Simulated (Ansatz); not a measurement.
# CH8Si2 (SMILES [SiH3]C[SiH3]) at RPA@PBE0/def2-SVP

What is the vertical singlet–triplet gap of CH8Si2 at RPA@PBE0/def2-SVP? 

The calculation is run with Ansatz 0.2.0.

56 further runs of the same task are left out: 56 set aside as unsound or not needed.

## Step 1: The structure to begin with

CH8Si2 has 11 atoms, charge 0, and is taken as a singlet. As SMILES, `[SiH3]C[SiH3]`. The coordinates come from a PBE0-D4/def2-TZVP relaxation.

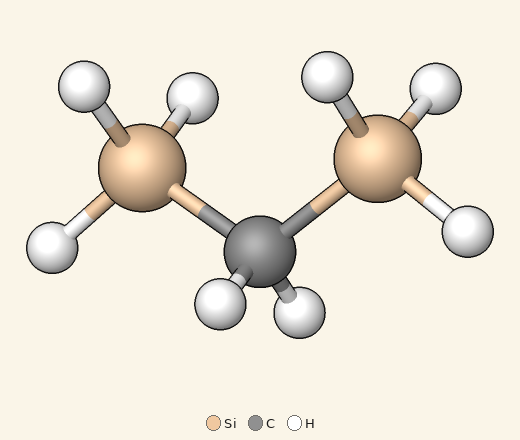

The structure, seen from a chosen angle (silicon light orange, carbon grey, hydrogen white).

## Step 2: The energy at RPA@PBE0/def2-SVP

Input file molecule.yaml:

```yaml
basis:
  gaussian: {orbitals: def2-SVP}
crystal:
  periodic: [false, false, false]
  atoms:
    - {symbol: Si, position_ang: [-1.158980, 1.034720, -0.344660]}
    - {symbol: C, position_ang: [-0.286340, -0.621440, -0.365590]}
    - {symbol: Si, position_ang: [1.335180, -0.652340, 0.569590]}
    - {symbol: H, position_ang: [-2.435800, 0.976800, -1.106490]}
    - {symbol: H, position_ang: [-0.293510, 2.078920, -0.955560]}
    - {symbol: H, position_ang: [-1.463790, 1.436810, 1.054620]}
    - {symbol: H, position_ang: [-0.954100, -1.377620, 0.060730]}
    - {symbol: H, position_ang: [-0.099440, -0.908830, -1.405770]}
    - {symbol: H, position_ang: [1.110650, -0.304370, 1.998260]}
    - {symbol: H, position_ang: [2.282060, 0.336720, -0.011600]}
    - {symbol: H, position_ang: [1.964060, -1.999380, 0.506460]}
hamiltonian: {xc: pbe0}
correlation: {method: rpa, frozen_orbitals: {C: 1, H: 0, Si: 5}}
accuracy: high
```

On the command line:

```
ansatz run molecule.yaml --threads 1 --pin off --max-ram 3480MiB --events-out events.jsonl --progress --plain --runs-dir runs
```

The log of the run:

```text
Warning: RAYON_NUM_THREADS=1 ignored (pool sized by the plan → 1); use --threads N
Functional definition: PBE0
  name "PBE0"
  parameter a = 0.25
  parameter kappa = 0.804
  parameter beta = 0.06672455060314922
  exchange = (1 - a)*pbe_x(kappa = kappa, mu = beta*pi^2/3) + a*exact_x
  correlation = pbe_c(beta = beta)
2074 factors; integrals over basis functions are off by at most 3.9e-9 eV
mean field evaluation 1: about -16904.7787 eV, gradient 3.9e1 eV
mean field evaluation 2: about -16904.9645 eV, gradient 3.9e1 eV
mean field evaluation 4: about -16908.5948 eV, gradient 3.3e0 eV
mean field evaluation 8: about -16908.6349 eV, gradient 6.9e-2 eV
mean field evaluation 16: about -16908.6350 eV, gradient 1.5e-6 eV
mean field -16908.63496439 eV, -621.3808738570 hartree, gradient 9.0e-8 eV, S^2 0.000000; 0 other end points of the search recorded, 0 dependent functions left out
11 core orbitals not correlated: weight in the atoms' cores, before any rotation towards them, 1.000 or more for the frozen orbitals, at most 0.000 for the correlated occupied ones
reference -16875.45340185 eV, -620.1614739249 hartree; 10, 10 occupied and 69, 69 virtual orbitals, 2074 factors
Total energy: -16892.18450414 eV, -620.7763305934 hartree
```

It took 4.5 s on 1 thread of AMD EPYC 9R45 (Zen 5), shared host; peak memory 0.33 GiB.

## Step 3: The triplet, same level

Input file input.yaml:

```yaml
crystal:
  periodic: [false, false, false]
  atoms:
    - {symbol: Si, position_ang: [-1.158980, 1.034720, -0.344660]}
    - {symbol: C, position_ang: [-0.286340, -0.621440, -0.365590]}
    - {symbol: Si, position_ang: [1.335180, -0.652340, 0.569590]}
    - {symbol: H, position_ang: [-2.435800, 0.976800, -1.106490]}
    - {symbol: H, position_ang: [-0.293510, 2.078920, -0.955560]}
    - {symbol: H, position_ang: [-1.463790, 1.436810, 1.054620]}
    - {symbol: H, position_ang: [-0.954100, -1.377620, 0.060730]}
    - {symbol: H, position_ang: [-0.099440, -0.908830, -1.405770]}
    - {symbol: H, position_ang: [1.110650, -0.304370, 1.998260]}
    - {symbol: H, position_ang: [2.282060, 0.336720, -0.011600]}
    - {symbol: H, position_ang: [1.964060, -1.999380, 0.506460]}
basis:
  gaussian:
    orbitals: def2-SVP
magnetization:
  spin_polarized: true
  initial_magnetization: 2
correlation:
  method: rpa
  frozen_orbitals: {C: 1, H: 0, Si: 5}
hamiltonian:
  xc: {name: PBE0}
accuracy: high
```

On the command line:

```
ansatz run input.yaml --threads 1 --pin off --max-ram 3480MiB --events-out events.jsonl --progress --plain --runs-dir runs
```

The log of the run (excerpt; [...] marks lines left out):

```text
Warning: RAYON_NUM_THREADS=1 ignored (pool sized by the plan → 1); use --threads N
[... 2 set-up lines as earlier in the session ...]
[...]
2074 factors; integrals over basis functions are off by at most 3.9e-9 eV
[...]
mean field -16900.83658572 eV, -621.0942887267 hartree, gradient 3.1e-8 eV, S^2 2.007926; 9 other end points of the search recorded, 0 dependent functions left out
11 core orbitals not correlated: weight in the atoms' cores, before any rotation towards them, 1.000 or more for the frozen orbitals, at most 0.000 for the correlated occupied ones
reference -16866.56135966 eV, -619.8346974016 hartree; 11, 9 occupied and 68, 70 virtual orbitals, 2074 factors
Total energy: -16883.93928704 eV, -620.4733244538 hartree
```

Run time: 25 s. Hardware: 1 thread of AMD EPYC 9R45 (Zen 5), shared host; peak memory 0.62 GiB.

## Step 4: What came out

Level: RPA@PBE0/def2-SVP, 11 core orbitals frozen.

```
                                        quantity          value
                           singlet: total energy  -620.77633 Eh
       singlet: RPA correlation energy (valence)     -614.9 mEh
                           triplet: total energy  -620.47332 Eh
       triplet: RPA correlation energy (valence)     -638.6 mEh
      triplet: ⟨S²⟩ of the reference determinant          2.008
vertical energy of the triplet above the singlet       8.245 eV
```

**Reading.** At this shape the triplet lies 8.25 eV (796 kJ/mol) above the singlet.
